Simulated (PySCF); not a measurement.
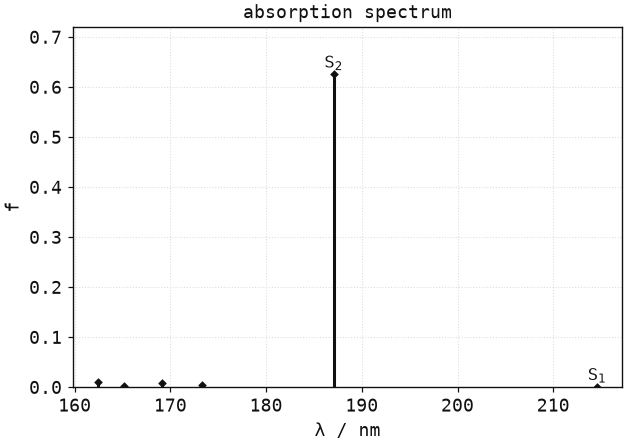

Vertical TDDFT excitations, PBE0/def2-SVPD in PySCF, at a GFN2-xTB geometry (no frequency check), gas phase. Only the first 6 singlet excitations are included.

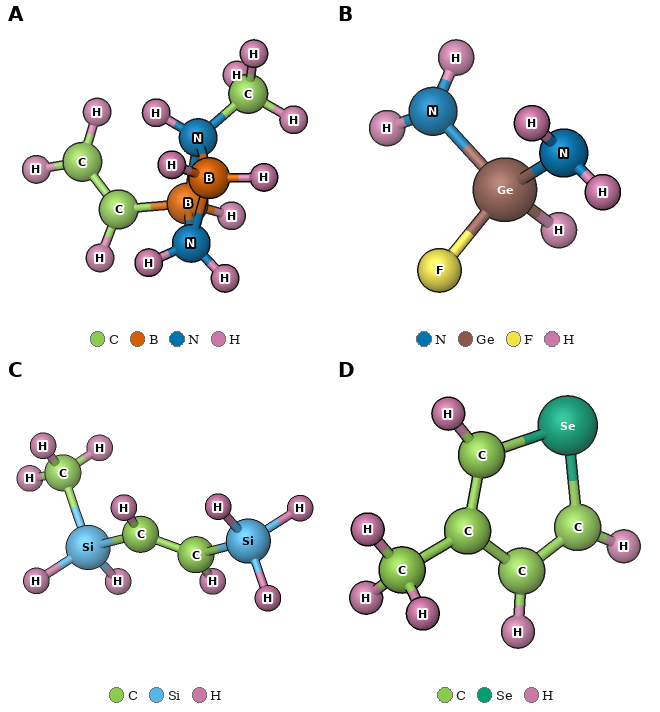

### Which molecule gives this spectrum? Choose among the lettered structures.

Structure C, C₃H₁₀Si₂, SMILES C[SiH2]/C=C/[SiH3]. Its lowest singlet lies at 5.78 eV (f = 0.001) and the brightest of those computed is S2 at 6.63 eV (187 nm), f = 0.625, mainly HOMO → LUMO (92 %).

Caveats: the tight-binding geometry is rougher than a DFT one and adds to the error; one conformer of a flexible molecule; core orbitals are frozen in the response.
